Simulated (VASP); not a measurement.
# SrIr2: structure and properties in VASP, part 2 of 5

What structure does SrIr2 take at this level, and what are its properties? The start is a cell from a database of measured crystal structures.

VASP 6.6.1; PBEsol; plane waves and PAW (Sr_sv, Ir).

Still holding for the runs below: The k-mesh is coarse for a metal.

So far. Step 2 (Full relaxation (PBEsol)): It ends with forces that vanish by symmetry and a pressure of -0.03 GPa. The volume lies -2.0 % from that of the database's start, which holds the thermal and zero-point expansion of its experiment. The relaxed cell has a = 7.649 Å (conventional setting).

The database entry behind the starting cell differs from later determinations by our own check (an axis about 1.2 % short against later determinations), so it need not match the best structure at ambient conditions.

## Step 3: Second relaxation

A relaxation keeps the plane waves of the cell it began with, so it is repeated from the new cell, on a basis made for it.

Contents of INCAR:

```
SYSTEM = SrIr2
PREC = Accurate
ENCUT = 400
EDIFF = 1E-06
NELM = 100
ISMEAR = 1
SIGMA = 0.2
LREAL = .FALSE.
ALGO = Normal
GGA = PS
NBANDS = 34
LASPH = .TRUE.
LORBIT = 11
LWAVE = .FALSE.
LCHARG = .FALSE.
KPAR = 4
IBRION = 2
NSW = 60
ISIF = 3
EDIFFG = -0.01
```

Contents of POSCAR:

```
SrIr2
1.0
    0.0000000000      3.8247348053      3.8247348053
    3.8247348053      0.0000000000      3.8247348053
    3.8247348053      3.8247348053      0.0000000000
Sr Ir
2 4
Direct
    0.0000000000      0.0000000000      0.0000000000
    0.2500000000      0.2500000000      0.2500000000
    0.6250000000      0.6250000000      0.6250000000
    0.1250000000      0.6250000000      0.6250000000
    0.6250000000      0.6250000000      0.1250000000
    0.6250000000      0.1250000000      0.6250000000
```

Contents of KPOINTS:

```
Automatic mesh
0
Gamma
5 5 5
0 0 0
```

PAW data sets: Sr_sv and Ir (PBE family, release 64).

Command:

```bash
mpirun -np 4 vasp_std
```

The program printed:

```text
[banner, memory and clock lines left out]
running    4 mpi-ranks, on    1 nodes
 distrk:  each k-point on    1 cores,    4 groups
 distr:  one band on    1 cores,    1 groups

 POSCAR found type information on POSCAR SrIr
 POSCAR found :  2 types and       6 ions
 [... a notice as in an earlier step ...]

 LDA part: xc-table for (Slater+PW92), standard interpolation
 POSCAR, INCAR and KPOINTS ok, starting setup
 FFT: planning ... GRIDC
 FFT: planning ... GRID_SOFT
 FFT: planning ... GRID
 WAVECAR not read
 entering main loop
       N       E                     dE             d eps       ncg     rms          rms(c)
DAV:   1     0.473518595893E+03    0.47352E+03   -0.22250E+04   680   0.131E+03
DAV:   2    -0.230248775692E+01   -0.47582E+03   -0.46354E+03   680   0.434E+02
DAV:   3    -0.456354599463E+02   -0.43333E+02   -0.41802E+02  1044   0.107E+02
DAV:   4    -0.484503331346E+02   -0.28149E+01   -0.27956E+01  1022   0.259E+01
DAV:   5    -0.485203388110E+02   -0.70006E-01   -0.69871E-01  1040   0.322E+00    0.620E+01
DAV:   6    -0.447891629989E+02    0.37312E+01   -0.31898E+01  1048   0.319E+01    0.131E+01
DAV:   7    -0.444119129388E+02    0.37725E+00   -0.27932E+00   966   0.101E+01    0.119E+01
DAV:   8    -0.443267493247E+02    0.85164E-01   -0.30116E-01   892   0.275E+00    0.312E+00
DAV:   9    -0.443185585087E+02    0.81908E-02   -0.57747E-02  1046   0.161E+00    0.110E+00
DAV:  10    -0.443178311808E+02    0.72733E-03   -0.71146E-03   936   0.427E-01    0.116E-01
DAV:  11    -0.443178773695E+02   -0.46189E-04   -0.32068E-04  1012   0.100E-01    0.738E-02
DAV:  12    -0.443178759237E+02    0.14458E-05   -0.42457E-05   914   0.313E-02    0.124E-02
DAV:  13    -0.443178762953E+02   -0.37156E-06   -0.17748E-06   538   0.100E-02
   1 F= -.44317876E+02 E0= -.44314780E+02  d E =-.443179E+02
 curvature:   0.00 expect dE= 0.000E+00 dE for cont linesearch  0.000E+00
 trial: gam= 0.00000 g(F)=  0.254E-49 g(S)=  0.575E-05 ort = 0.000E+00 (trialstep = 0.100E+01)
 search vector abs. value=  0.575E-05
 reached required accuracy - stopping structural energy minimisation
```

Wall time 9.4 s (4 MPI ranks of Intel Xeon Platinum 8375C at 2.90GHz (Ice Lake), shared host); peak memory 0.82 GiB.

Parts of OUTCAR (step 3):

```text
  LATTYP: Found a face centered cubic cell.
 ALAT       =     7.6494696106

 Found     10 irreducible k-points:

   ENCUT  =  400.0 eV  29.40 Ry    5.42 a.u.   8.82  8.82  8.82*2*pi/ulx,y,z

   NELECT =      56.0000    total number of electrons

 E-fermi :   6.0616

 k-point     1 :       0.0000    0.0000    0.0000
  band No.  band energies     occupation
    ...
     22       5.8025      2.06951
     23       5.8025      2.06951
     24       5.8025      2.06951
     25       5.8825      2.02121
     26       5.8825      2.02121
     27       6.8938     -0.00000
     28       6.8938     -0.00000
     29       7.3252     -0.00000
     30       7.4545     -0.00000
     31       7.4545     -0.00000
    ...

 k-point     2 :       0.2000    0.0000    0.0000
  band No.  band energies     occupation
    ...
     23       5.3015      2.00000
     24       5.7644      2.05654
     25       5.8225      2.07065
     26       5.8225      2.07065
     27       5.8546      2.05681
     28       6.5070     -0.00718
     29       6.5070     -0.00718
     30       7.4573     -0.00000
     31       7.8292     -0.00000
     32       7.8292     -0.00000
    ...

  Total       -0.0154379     -0.0154379     -0.0154379      0.0000000      0.0000000     -0.0000000
  in kB       -0.2210366     -0.2210366     -0.2210366      0.0000000      0.0000000     -0.0000000
  external PRESSURE =      -0.2210366 kB  Pullay stress =       0.0000000 kB

  energy-cutoff  :      400.00
  volume of cell :      111.90
      direct lattice vectors                 reciprocal lattice vectors
     0.000000000  3.824734805  3.824734805    -0.130728018  0.130728018  0.130728018
     3.824734805  0.000000000  3.824734805     0.130728018 -0.130728018  0.130728018
     3.824734805  3.824734805  0.000000000     0.130728018  0.130728018 -0.130728018

 POSITION                                       TOTAL-FORCE (eV/Angst)
 -----------------------------------------------------------------------------------
      0.00000      0.00000      0.00000         0.000000      0.000000      0.000000
      1.91237      1.91237      1.91237        -0.000000     -0.000000     -0.000000
      4.78092      4.78092      4.78092        -0.000000      0.000000      0.000000
      4.78092      2.86855      2.86855        -0.000000      0.000000      0.000000
      2.86855      2.86855      4.78092        -0.000000      0.000000      0.000000
      2.86855      4.78092      2.86855        -0.000000      0.000000      0.000000
 -----------------------------------------------------------------------------------
    total drift:                                0.000000      0.000000      0.000000

  FREE ENERGIE OF THE ION-ELECTRON SYSTEM (eV)
  ---------------------------------------------------
  free  energy   TOTEN  =       -44.3178762953 eV

  energy  without entropy=      -44.3085875533  energy(sigma->0) =      -44.31478005

 total charge
# of ion       s       p       d       tot
------------------------------------------
    1        2.038   5.757   0.348   8.143
    2        2.038   5.757   0.348   8.143
    3        0.736   0.504   7.018   8.258
    4        0.736   0.504   7.018   8.258
    5        0.736   0.504   7.018   8.258
    6        0.736   0.504   7.018   8.258
--------------------------------------------------
tot          7.022  13.531  28.767  49.321

[... 6 parts as in an earlier step ...]

[... 6 further parts left out ...]
```

Little changed from the start: no atom moved by 0.005 Å and no cell edge by 0.1 %.

This step gave:

* energy at zero smearing: -44.31 eV
* pressure: -0.02210 GPa
* SCF cycles over all ionic steps: 13

It ends with forces that vanish by symmetry and a pressure of -0.02 GPa. The volume moved by under 0.01 %: the run met its threshold at the first step.

## Step 4: Density, ELF and potential (PBEsol)

The relaxed cell gets a fresh self-consistent run, on a basis set for its own volume, to fix the density and to check the remaining stress.

Changes to INCAR since step 3:

```diff
@@ -14,7 +14,5 @@
 LWAVE = .FALSE.
-LCHARG = .FALSE.
-KPAR = 4
-IBRION = 2
-NSW = 60
-ISIF = 3
-EDIFFG = -0.01
+LCHARG = .TRUE.
+ISIF = 2
+LELF = .TRUE.
+LVHAR = .TRUE.
```

POSCAR is that of step 3.

KPOINTS is that of step 3.

Command:

```bash
mpirun -np 4 vasp_std
```

The program printed:

```text
[banner, memory and clock lines left out]
running    4 mpi-ranks, on    1 nodes
 distrk:  each k-point on    4 cores,    1 groups
 distr:  one band on    1 cores,    4 groups

 POSCAR found type information on POSCAR SrIr
 POSCAR found :  2 types and       6 ions
 [... a notice as in an earlier step ...]

 LDA part: xc-table for (Slater+PW92), standard interpolation
|                                                                             |
|           W    W    AA    RRRRR   N    N  II  N    N   GGGG   !!!           |
|           W    W   A  A   R    R  NN   N  II  NN   N  G    G  !!!           |
|           W    W  A    A  R    R  N N  N  II  N N  N  G       !!!           |
|           W WW W  AAAAAA  RRRRR   N  N N  II  N  N N  G  GGG   !            |
|           WW  WW  A    A  R   R   N   NN  II  N   NN  G    G                |
|           W    W  A    A  R    R  N    N  II  N    N   GGGG   !!!           |
|                                                                             |
|     The number of bands has been changed from the values supplied in        |
|     The orbitals not found in the WAVECAR file will be initialized with     |
|     random numbers, which is usually adequate. For correlated               |
|     calculations, however, you should redo the groundstate calculation.     |
|     I found NBANDS = 34. Now, NBANDS = 36.                                  |
|                                                                             |

 POSCAR, INCAR and KPOINTS ok, starting setup
 FFT: planning ... GRIDC
 FFT: planning ... GRID_SOFT
 FFT: planning ... GRID
 WAVECAR not read
 entering main loop
       N       E                     dE             d eps       ncg     rms          rms(c)
DAV:   1     0.466941575932E+03    0.46694E+03   -0.22218E+04   720   0.125E+03
DAV:   2    -0.736696415625E+01   -0.47431E+03   -0.45677E+03   720   0.412E+02
DAV:   3    -0.461193050882E+02   -0.38752E+02   -0.37078E+02  1140   0.101E+02
DAV:   4    -0.484650108863E+02   -0.23457E+01   -0.23292E+01  1072   0.230E+01
DAV:   5    -0.485207033094E+02   -0.55692E-01   -0.55657E-01  1052   0.270E+00    0.620E+01
DAV:   6    -0.447958827933E+02    0.37248E+01   -0.26365E+01  1052   0.302E+01    0.131E+01
DAV:   7    -0.444159142548E+02    0.37997E+00   -0.25423E+00  1032   0.980E+00    0.120E+01
DAV:   8    -0.443247537593E+02    0.91160E-01   -0.24724E-01   940   0.255E+00    0.330E+00
DAV:   9    -0.443183138599E+02    0.64399E-02   -0.42264E-02  1092   0.138E+00    0.957E-01
DAV:  10    -0.443178473177E+02    0.46654E-03   -0.44653E-03   996   0.360E-01    0.126E-01
DAV:  11    -0.443178796731E+02   -0.32355E-04   -0.18977E-04   972   0.807E-02    0.931E-02
DAV:  12    -0.443178763919E+02    0.32812E-05   -0.41344E-05  1048   0.320E-02    0.904E-03
DAV:  13    -0.443178763351E+02    0.56870E-07   -0.14016E-06   548   0.823E-03
   1 F= -.44317876E+02 E0= -.44314781E+02  d E =-.928744E-02
```

Elapsed: 7.4 s, on 4 MPI ranks; peak memory 0.54 GiB; 26 s of CPU time.

From OUTCAR (step 4):

```text
 Found     10 irreducible k-points:

   k-points           NKPTS =     10   k-points in BZ     NKDIM =     10   number of bands    NBANDS=     36

   NELECT =      56.0000    total number of electrons

 E-fermi :   6.0615

 k-point     1 :       0.0000    0.0000    0.0000
  band No.  band energies     occupation
    ...
     22       5.8024      2.06952
     23       5.8024      2.06952
     24       5.8024      2.06952
     25       5.8825      2.02119
     26       5.8825      2.02119
     27       6.8938     -0.00000
     28       6.8938     -0.00000
     29       7.3251     -0.00000
     30       7.4546     -0.00000
     31       7.4546     -0.00000
    ...

 k-point     2 :       0.2000    0.0000    0.0000
  band No.  band energies     occupation
    ...
     23       5.3015      2.00000
     24       5.7643      2.05654
     25       5.8224      2.07065
     26       5.8224      2.07065
     27       5.8545      2.05680
     28       6.5070     -0.00718
     29       6.5070     -0.00718
     30       7.4572     -0.00000
     31       7.8292     -0.00000
     32       7.8292     -0.00000
    ...

  Total       -0.0141831     -0.0141831     -0.0141831      0.0000000      0.0000000      0.0000000
  in kB       -0.2030712     -0.2030712     -0.2030712      0.0000000      0.0000000      0.0000000
  external PRESSURE =      -0.2030712 kB  Pullay stress =       0.0000000 kB

 POSITION                                       TOTAL-FORCE (eV/Angst)
 -----------------------------------------------------------------------------------
      0.00000      0.00000      0.00000        -0.000000     -0.000000     -0.000000
      1.91237      1.91237      1.91237         0.000000      0.000000      0.000000
      4.78092      4.78092      4.78092         0.000000     -0.000000     -0.000000
      4.78092      2.86855      2.86855         0.000000     -0.000000     -0.000000
      2.86855      2.86855      4.78092         0.000000     -0.000000     -0.000000
      2.86855      4.78092      2.86855         0.000000     -0.000000     -0.000000
 -----------------------------------------------------------------------------------
    total drift:                                0.000000      0.000000      0.000000

  FREE ENERGIE OF THE ION-ELECTRON SYSTEM (eV)
  ---------------------------------------------------
  free  energy   TOTEN  =       -44.3178763351 eV

  energy  without entropy=      -44.3085888915  energy(sigma->0) =      -44.31478052

[... 9 parts as in an earlier step ...]

[... 5 further parts left out ...]
```

This step gave:

- SCF cycles: 13
- bands: 36
- Fermi energy: 6.061 eV
- pressure: -0.02031 GPa

Valence electrons inside each PAW sphere by angular momentum. Sphere charges, by row:

```csv
atom,s (e),p (e),d (e),tot (e)
Sr1,2.038,5.757,0.348,8.143
Sr2,2.038,5.757,0.348,8.143
Ir3,0.736,0.504,7.018,8.258
Ir4,0.736,0.504,7.018,8.258
Ir5,0.736,0.504,7.018,8.258
Ir6,0.736,0.504,7.018,8.258
```

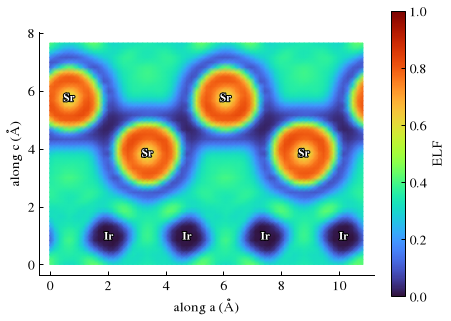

ELF in the ac plane of a cell with a along [110], b along [-110] and c along [001] of the cube at fractional y = 0.000, with atoms of Sr and Ir within 0.2 Å of it. It is the smooth field of the valence electrons, not physical close to the nuclei. The map starts off the cell's origin, so that atoms lie inside it.

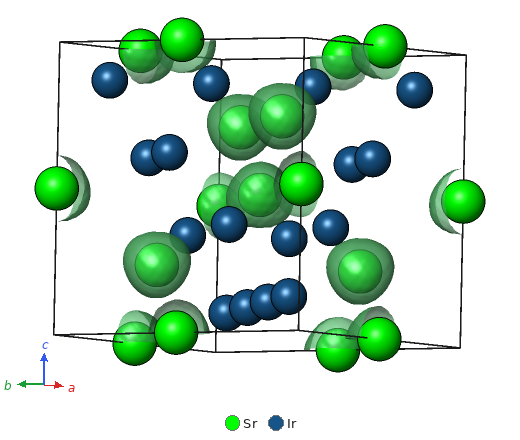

Surface of ELF = 0.74.

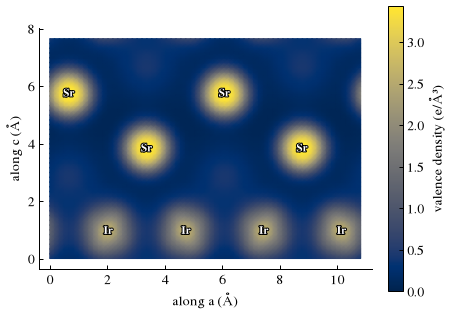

Valence density in the ac plane of a cell with a along [110], b along [-110] and c along [001] of the cube at fractional y = 0.000, with atoms of Sr and Ir within 0.2 Å of it. It is the smooth field of the valence electrons, not physical close to the nuclei. The map starts off the cell's origin, so that atoms lie inside it.

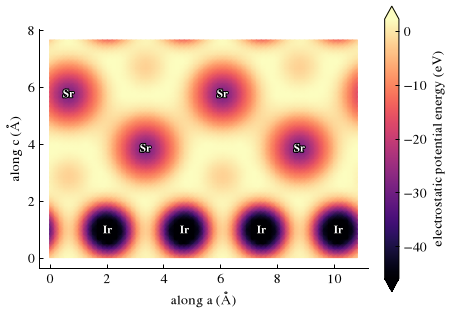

Electrostatic potential energy in the ac plane of a cell with a along [110], b along [-110] and c along [001] of the cube at fractional y = 0.000, with atoms of Sr and Ir within 0.2 Å of it. With pseudopotentials it is smooth inside the atoms' cores, unlike the true potential. The map starts off the cell's origin, so that atoms lie inside it.

In this run the pressure is -0.02 GPa, small enough to go on.

(Continued in part 3 of 5.)

[Lines on the potential files, build, host, timing and source positions are cut from VASP's logs without a mark.]

[Logs are printed without paths, hosts, clocks, repeated set-up lines and the standing remarks that a program may print on its own settings, such as how far it seeks lower states.]

[Hosts, paths, dates, database ids (printed as entryN), source tags and the programs' standing remarks are cut or masked in the printed files.]

[A measured line is paired with the nearest computed mode of its activity, which favours agreement.]
